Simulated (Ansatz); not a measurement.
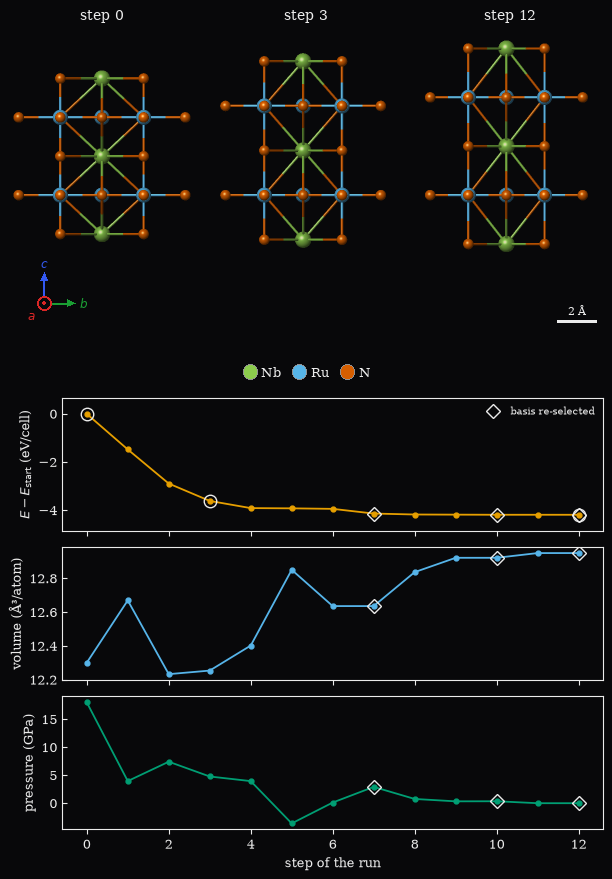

Frames of a relaxation of solid NbRu$_{2}$N$_{3}$ (a generated structure, set up in P4/mmm) (coarse preliminary run), marked on the history of the run. Style: ball-and-stick. Shown: the cell of the calculation, along the a axis.

Computed with DFT PBE, scalar-relativistic, plane waves, PAW in Ansatz 0.2.0. Settings: plane-wave cutoff 420 eV; k-point mesh 4 × 4 × 4; occupations gaussian; smearing width 0.1 eV; collinear spin; cell and atoms relaxed; force threshold 0.04 eV/Å; at most 70 steps.

What happens along the run?

Over 9 accepted moves (12 points after the start) the energy falls by 4.185 eV per cell of the calculation. All forces vanish by symmetry, so only the cell relaxes. Pressure: 18.03 GPa at the start and 0.02 GPa at the end. At 3 points the geometry stayed and the basis and grid were re-selected for the new cell (energy shift of 0.195 eV per cell of the calculation at most each time). No atom moves by more than 0.005 Å relative to the cell. The volume changes by +5.3 %, with a = b 4.292 → 3.929 Å (−8.5 %), c 4.006 → 5.034 Å (+25.7 %). Among the contacts that change: N–Ru 2.003 → 2.517 Å, Nb–Ru 2.003 → 2.517 Å, N–Nb 2.936 → 3.193 Å, Ru–Ru 3.035 → 2.778 Å. The space group stays P4/mmm (No. 123). The program noted that the starting moments weren't kept. From step 0 to 3: volume −0.4 %, energy −3.610 eV per cell of the calculation. From step 3 to 12: volume +5.7 %, energy −0.575 eV per cell of the calculation.

```json
{"step": "0", "E − E(0), meV/atom": "0.00", "pressure, GPa": "18.03", "volume, Å³/atom": "12.301", "note": ""}
{"step": "1", "E − E(0), meV/atom": "-245.74", "pressure, GPa": "3.97", "volume, Å³/atom": "12.670", "note": ""}
{"step": "2", "E − E(0), meV/atom": "-481.63", "pressure, GPa": "7.43", "volume, Å³/atom": "12.233", "note": ""}
{"step": "3", "E − E(0), meV/atom": "-601.61", "pressure, GPa": "4.79", "volume, Å³/atom": "12.255", "note": ""}
{"step": "4", "E − E(0), meV/atom": "-651.31", "pressure, GPa": "3.97", "volume, Å³/atom": "12.403", "note": ""}
{"step": "5", "E − E(0), meV/atom": "-652.98", "pressure, GPa": "-3.59", "volume, Å³/atom": "12.851", "note": ""}
{"step": "6", "E − E(0), meV/atom": "-656.53", "pressure, GPa": "0.14", "volume, Å³/atom": "12.636", "note": ""}
{"step": "7", "E − E(0), meV/atom": "-689.01", "pressure, GPa": "2.93", "volume, Å³/atom": "12.636", "note": "same geometry, new basis"}
{"step": "8", "E − E(0), meV/atom": "-695.54", "pressure, GPa": "0.78", "volume, Å³/atom": "12.838", "note": ""}
{"step": "9", "E − E(0), meV/atom": "-696.55", "pressure, GPa": "0.35", "volume, Å³/atom": "12.922", "note": ""}
{"step": "10", "E − E(0), meV/atom": "-697.39", "pressure, GPa": "0.37", "volume, Å³/atom": "12.922", "note": "same geometry, new basis"}
{"step": "11", "E − E(0), meV/atom": "-697.36", "pressure, GPa": "0.02", "volume, Å³/atom": "12.950", "note": ""}
{"step": "12", "E − E(0), meV/atom": "-697.47", "pressure, GPa": "0.02", "volume, Å³/atom": "12.950", "note": "same geometry, new basis"}
```

Limits of the set-up: the k-point mesh is coarse for a cell with partly filled bands.
